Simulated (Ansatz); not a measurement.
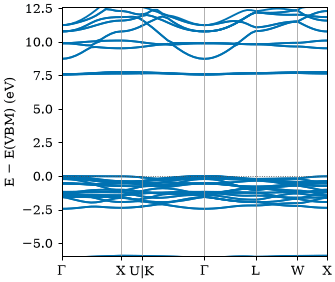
*Band structure from the program Ansatz at the r²SCAN with spin–orbit coupling level (PAW)*

Q: Read off the gap and where the band edges lie.

A: About 7.6 eV (7.56 eV by a search for the band edges); maximum at Γ, minimum at Γ.

The material is Rb₂LiScF₆ in space group Fm-3m (No. 225; Rb on 8c, Li on 4b, Sc on 4a, F on 24e).

The first step of the workflow began from a Materials Project structure, measured or hypothetical; the Crystallography Open Database copy checked does not list it. Whether it is the stable phase at ambient conditions was not checked. The r²SCAN relaxation kept the symmetry of its start; whether a distortion lowers the energy is not shown. The run is not spin-polarised.

Potentials: the later of the program's two PAW sets.
